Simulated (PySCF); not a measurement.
C3H6ClFO, SMILES `FCOCCCl`.

PySCF calculation, BHandHLYP/def2-SVP, gas phase; geometry: GFN2-xTB. No frequency check shows the geometry to be a minimum. GFN2-xTB bond lengths at metals and heavier atoms can be off by up to 0.1 Å and shapes distorted, which carries into these values. Without diffuse functions Rydberg states are missing, so the states' numbers hold for this basis only.

Input script:

```python
import numpy as np
from pyscf import gto, scf, dft, tdscf
from pyscf.scf import atom_ks, atom_hf
from scipy.linalg import block_diag

def solve(mol, dm0=None, hcore=None):
    mf = (dft.UKS if mol.spin else dft.RKS)(mol, xc='bhandhlyp')
    mf.grids.level = 3
    mf = mf.density_fit(auxbasis='def2-universal-jkfit')
    mf.conv_tol, mf.max_cycle = 1e-8, 80
    if hcore is not None:
        mf.get_hcore = lambda *args: hcore
    mf.kernel(dm0)
    if not mf.converged:
        mf = mf.newton().run(mf.mo_coeff, mf.mo_occ, max_cycle=30)
    assert mf.converged, 'SCF not converged'
    return mf

mol = gto.M(atom='''
F     -2.91659     0.26470     0.05872
C     -1.95434    -0.72430     0.04656
O     -0.78066    -0.26753    -0.47146
C     -0.12135     0.70911     0.32167
C      1.26835     0.93131    -0.24426
Cl     2.31285    -0.47202     0.08635
H     -2.32302    -1.52191    -0.60637
H     -1.86789    -1.06232     1.09396
H     -0.06446     0.36877     1.36503
H     -0.68009     1.65473     0.28859
H      1.73728     1.79957     0.21603
H      1.21842     1.04675    -1.32584
''', basis='def2-svp', charge=0, spin=0, verbose=4)
mf = solve(mol)
td = mf.TDA()
td.nstates, td.singlet, td.conv_tol = 6, False, 1e-5
td.kernel()
td.analyze()
x, y = np.array([p[0] for p in td.xy]), np.array([p[1] + 0 * p[0] for p in td.xy])
f, mu = np.zeros(len(td.e)), np.zeros((len(td.e), 3))
nto = [td.get_nto(state=i + 1, verbose=4) for i in range(len(td.e))]
# spherically averaged free atoms, for the promolecule
atm = atom_ks.get_atm_nrks(mol, xc='bhandhlyp')
pro = block_diag(*[(atm[a[0]][2] * atm[a[0]][3]) @ atm[a[0]][2].T for a in mol._atom])
np.savez('result.npz', e=td.e, f=f, ok=td.converged, w=[n[0] for n in nto], nto=[n[1] for n in nto], x=x, y=y, c=mf.mo_coeff, occ=mf.mo_occ, eps=mf.mo_energy, pro=pro, mu=mu)
```

Launched as:

```sh
OMP_NUM_THREADS=1 python input.py
```

The run took 2.7 min on 1 thread of Intel(R) Xeon(R) Platinum 8488C (Sapphire Rapids), with other jobs on the host, peak memory 0.67 GiB.

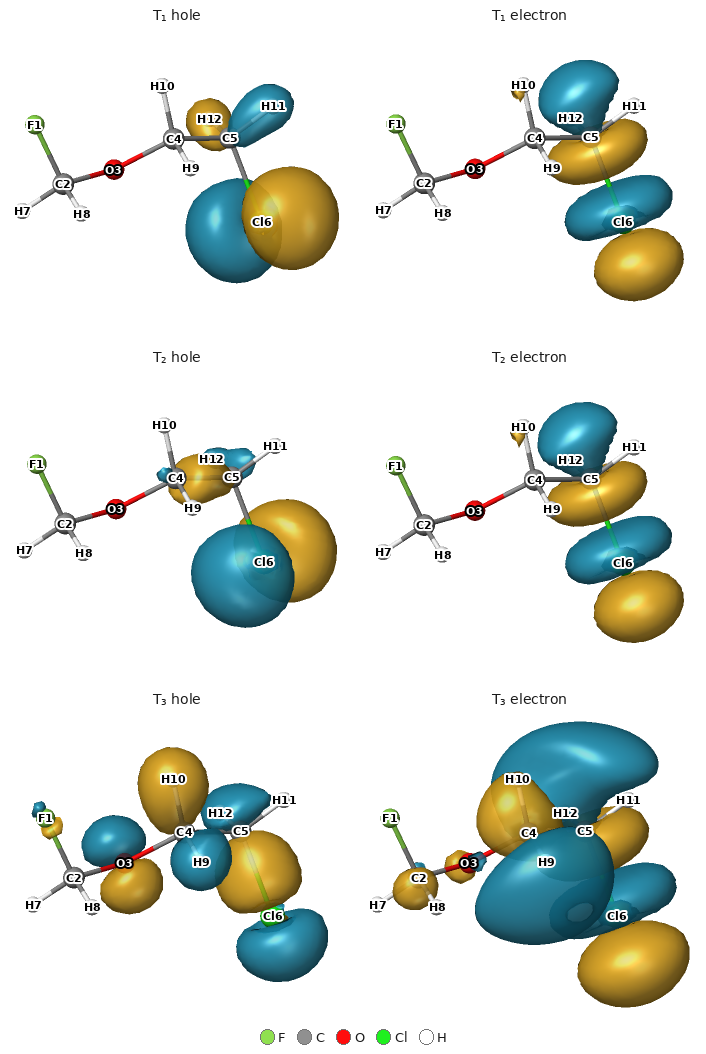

Leading natural transition orbitals (TDA triplet states).

Question: Describe these excited states.

Answer: By state:
- T₁: 7.27 eV (170 nm), spin-forbidden from the singlet ground state; the leading pair carries 100 %; hole on Cl6 (85 %) and C5 (7 %), electron on Cl6 (48 %) and C5 (34 %); their centroids lie 0.7 Å apart; T₂ lies within 0.1 eV of it.
- T₂: 7.35 eV (169 nm), spin-forbidden from the singlet ground state; the leading pair carries 100 %; hole on Cl6 (85 %) and C5 (6 %), electron on Cl6 (48 %) and C5 (34 %); their centroids lie 0.7 Å apart; T₁ lies within 0.1 eV of it.
- T₃: 9.18 eV (135 nm), spin-forbidden from the singlet ground state; the leading pair carries 85 %; hole on Cl6 (33 %), O3 (18 %) and C5 (14 %), electron on Cl6 (32 %), C5 (25 %) and H9 (11 %) (shares are of the whole state, not of the leading pair alone); their centroids lie 0.5 Å apart.
